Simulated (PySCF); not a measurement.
Input file:

```
{"job": {"kind": "nmr", "xc": "PBE0", "basis": "pcSseg-1", "pop": false}, "charge": 0, "multiplicity": 1}
C     -0.102200     1.512700    -1.261000
Si    -0.258800     0.335500     0.241700
O     -1.905100    -0.091800     0.207900
Si    -3.259000    -0.925700    -0.326200
P      1.173100    -1.337400     0.167000
Si     3.193200    -0.298400     0.791200
H     -1.050600     1.357200    -1.840200
H      0.800700     1.391000    -1.909600
H     -0.078500     2.634700    -1.012900
H     -0.248900     0.967700     1.514000
H     -3.822200    -1.971600     0.569900
H     -4.129900     0.151200    -0.670600
H     -2.855700    -1.654100    -1.506700
H      1.032900    -1.621700     1.527200
H      3.796900    -0.991600     1.944600
H      4.245700    -0.278700    -0.260400
H      3.023900     1.191500     1.022200
```

Launched as:

```sh
OMP_NUM_THREADS=1 python probes_run.py task.json out
```

Geometry: GFN2-xTB, MD frame at 250 fs, 400 K.

Method: PBE0/pcSseg-1, SCF density, gas phase, non-relativistic in PySCF.

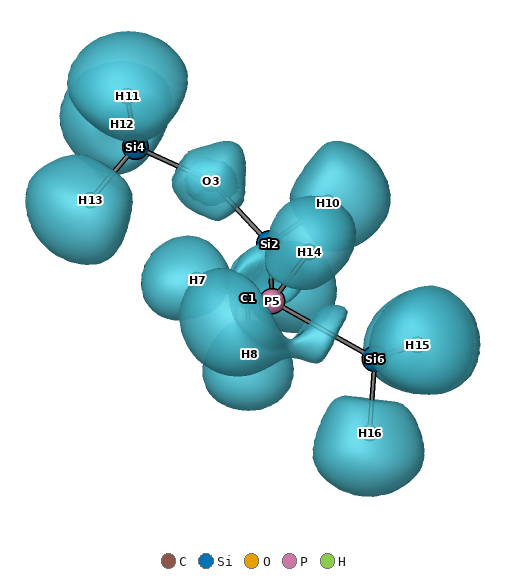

CH$_{11}$OPSi$_{3}$. Isosurface of the electron localisation function at 0.8 (cyan), seen at an oblique angle. Core shells and regions of very low density are left out.

What do the ELF domains correspond to?

Answer. The surface consists of one region between bonded C–Si atoms (shared pairs), eleven regions around hydrogen nuclei, one region on P in which the atom's valence shell and bonds are merged and one region wrapped around O (its lone pairs, merged into a ring or cap). Along the contacts the grid gives the following. Si–O (1.68 Å): the ELF peaks at about 0.85 between the atoms: a polar covalent bond. C–Si (1.92 Å): the ELF peaks at about 0.95 between the atoms: localised, covalent bonding.
